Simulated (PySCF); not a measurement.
# C3H7F (SMILES CC(C)F) at 6 levels

Wanted: a comparison of 6 runs (BHLYP/cc-pVDZ, CAM-B3LYP/cc-pVDZ, M06-2X/cc-pVDZ, PBE0/cc-pVDZ, r2SCAN/cc-pVDZ, revPBE/cc-pVDZ) of C3H7F. Input form: a Python script.

The calculation is run with PySCF 2.14.0.

2 further runs of the same task are left out: 2 set aside as unsound or not needed.

**1. The system as given**

C3H7F: 11 atoms, total charge 0, spin state singlet. SMILES: `CC(C)F`. One bond was lengthened or shortened from a relaxed shape.

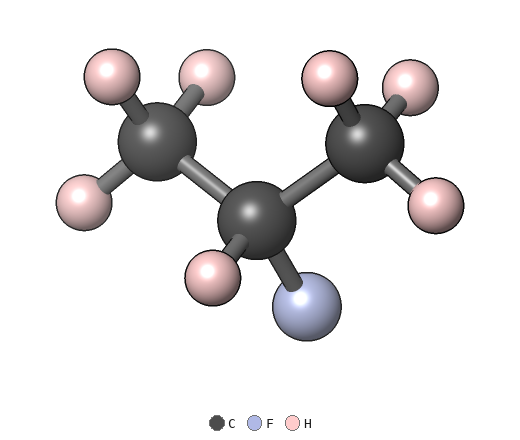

The structure, seen from a chosen angle (carbon dark grey, fluorine light blue, hydrogen pink).

**2. A single-point energy at BHLYP/cc-pVDZ (run 1)**

run.py reads:

```python
from pyscf import gto, dft

mol = gto.Mole()
mol.atom = '''
C     -0.710261     1.975293    -1.171698
C     -1.173433    -0.579050     0.003145
C      0.916604    -1.447568     1.734134
F     -1.427601    -2.347456    -1.937793
H     -2.236026     2.463409    -2.469940
H     -0.608405     3.428492     0.290950
H      1.337359     1.972685    -2.373496
H     -2.981901    -0.580184     1.014148
H      2.715812    -1.490087     0.722563
H      0.521462    -3.338239     2.455820
H      1.098774    -0.161420     3.338700
'''
mol.verbose = 4
mol.unit = 'bohr'
mol.spin = 0
mol.max_memory = 1860
mol.basis = 'cc-pvdz'
mol.build()

calc0 = dft.RKS(mol, xc='bhandhlyp')
calc0.conv_tol = 1e-10
calc0.grids.level = 5
calc0.kernel()
if not calc0.converged:
    calc0 = calc0.newton().run(calc0.mo_coeff, calc0.mo_occ)

e_final = calc0.e_tot
print(f'total energy: {e_final:.8f} hartree')
```

Run with:

```bash
$ OMP_NUM_THREADS=1 python run.py
```

Log:

```text
PySCF version 2.14.0

[... 79 lines left out ...]
converged SCF energy = -218.257881069542
total energy: -218.25788107 hartree
```

Run time: 25 s. Hardware: 1 thread of Intel Xeon at 2.70GHz, shared host; peak memory 0.46 GiB.

**3. A single-point energy at CAM-B3LYP/cc-pVDZ (run 2)**

mol.xyz reads:

```xyz
11

C     -0.375854     1.045280    -0.620036
C     -0.620954    -0.306420     0.001664
C      0.485046    -0.766020     0.917664
F     -0.755454    -1.242220    -1.025436
H     -1.183254     1.303580    -1.307036
H     -0.321954     1.814280     0.153964
H      0.707700     1.043900    -1.256000
H     -1.577954    -0.307020     0.536664
H      1.437146    -0.788520     0.382364
H      0.275946    -1.766520     1.299564
H      0.581446    -0.085420     1.766764
```

input.py reads:

```python
from pyscf import gto, dft

mol = gto.M(
    atom='mol.xyz',
    verbose=4,
    basis='cc-pvdz',
    max_memory=1860,
    spin=0,
)

ks = dft.RKS(mol, xc='cam-b3lyp')
ks.conv_tol = 1e-10
ks.grids.level = 5
ks.kernel()
if not ks.converged:
    ks = ks.newton().run(ks.mo_coeff, ks.mo_occ)

e_tot = ks.e_tot
print(f'total energy: {e_tot:.8f} hartree')
```

Run with:

```bash
$ OMP_NUM_THREADS=1 python input.py
```

Log:

```text
PySCF version 2.14.0

[... 79 lines left out ...]
converged SCF energy = -218.273512516356
total energy: -218.27351252 hartree
```

It took 42 s on 1 thread of Intel Xeon at 2.70GHz, shared host; peak memory 0.46 GiB.

Run 3 isn't shown in full; the table further down has it.

**4. The energy at PBE0/cc-pVDZ (run 4)**

calc.py reads:

```python
from pyscf import gto, dft

mol = gto.Mole()
mol.atom = '''
C     -0.375854     1.045280    -0.620036
C     -0.620954    -0.306420     0.001664
C      0.485046    -0.766020     0.917664
F     -0.755454    -1.242220    -1.025436
H     -1.183254     1.303580    -1.307036
H     -0.321954     1.814280     0.153964
H      0.707700     1.043900    -1.256000
H     -1.577954    -0.307020     0.536664
H      1.437146    -0.788520     0.382364
H      0.275946    -1.766520     1.299564
H      0.581446    -0.085420     1.766764
'''
mol.max_memory = 1860
mol.verbose = 3
mol.spin = 0
mol.basis = 'cc-pvdz'
mol.charge = 0
mol.build()

mf = dft.RKS(mol)
mf.xc = 'pbe0'
mf.grids.level = 5
mf.conv_tol = 1e-10
mf.kernel()
if not mf.converged:
    mf = mf.newton().run(mf.mo_coeff, mf.mo_occ)

e_tot = mf.e_tot
print('Final energy', e_tot)
```

Run with:

```bash
$ OMP_NUM_THREADS=1 python calc.py
```

Log:

```text
converged SCF energy = -218.132312814551
Final energy -218.13231281455057
```

It took 27 s on 1 thread of Intel Xeon at 2.70GHz, shared host; peak memory 0.46 GiB.

Run 5 isn't shown in full; the table further down has it.

**5. A single-point energy at revPBE/cc-pVDZ (run 6)**

calc.py reads:

```python
from pyscf import gto, dft

mol = gto.Mole()
mol.atom = '''
C       -0.375854       1.045280      -0.620036
C       -0.620954      -0.306420       0.001664
C        0.485046      -0.766020       0.917664
F       -0.755454      -1.242220      -1.025436
H       -1.183254       1.303580      -1.307036
H       -0.321954       1.814280       0.153964
H        0.707700       1.043900      -1.256000
H       -1.577954      -0.307020       0.536664
H        1.437146      -0.788520       0.382364
H        0.275946      -1.766520       1.299564
H        0.581446      -0.085420       1.766764
'''
mol.basis = 'cc-pvdz'
mol.spin = 0
mol.charge = 0
mol.verbose = 3
mol.max_memory = 1860
mol.build()

mf = dft.RKS(mol, xc='revpbe')
mf.conv_tol = 1e-10
mf.grids.level = 5
mf.kernel()
if not mf.converged:
    mf = mf.newton().run(mf.mo_coeff, mf.mo_occ)

etot = mf.e_tot
print('E = %.10f Eh' % etot)
```

Run with:

```bash
$ OMP_NUM_THREADS=1 python calc.py
```

Log:

```text
converged SCF energy = -218.300444189037
E = -218.3004441890 Eh
```

It took 28 s on 1 thread of Intel Xeon at 2.70GHz, shared host; peak memory 0.46 GiB.

**6. Overview of the runs**

| run | level | energy (Eh) | dipole moment (D) | HOMO energy (eV) | LUMO energy (eV) | wall time |
| --- | --- | --- | --- | --- | --- | --- |
| 1 | BHLYP/cc-pVDZ | -218.257881 | 1.92 | -10.50 | 2.57 | 25 s |
| 2 | CAM-B3LYP/cc-pVDZ | -218.273513 | 1.79 | -10.37 | 2.75 | 42 s |
| 3 | M06-2X/cc-pVDZ | -218.275526 | 1.83 | -10.41 | 2.66 | 44 s |
| 4 | PBE0/cc-pVDZ | -218.132313 | 1.78 | -8.92 | 1.88 | 27 s |
| 5 | r2SCAN/cc-pVDZ | -218.256020 | 1.75 | -7.62 | 1.61 | 49 s |
| 6 | revPBE/cc-pVDZ | -218.300444 | 1.60 | -7.16 | 1.10 | 28 s |

**7. What came out**

| quantity | value |
| --- | --- |
| run 6: total energy | -218.30044 Eh |
| run 6: dipole moment | 1.60 D |
| run 6: HOMO energy | -7.16 eV |
| run 6: LUMO energy | 1.10 eV |
| run 6: HOMO–LUMO gap | 8.26 eV |

What this shows: The dipole moment (its size) runs from 1.60 D (revPBE/cc-pVDZ) to 1.92 D (BHLYP/cc-pVDZ). The HOMO–LUMO gap runs from 8.26 eV (revPBE/cc-pVDZ) to 13.12 eV (CAM-B3LYP/cc-pVDZ). Totals of different functionals can't be ranked against each other. All runs together took 3.6 min, the longest 49 s.
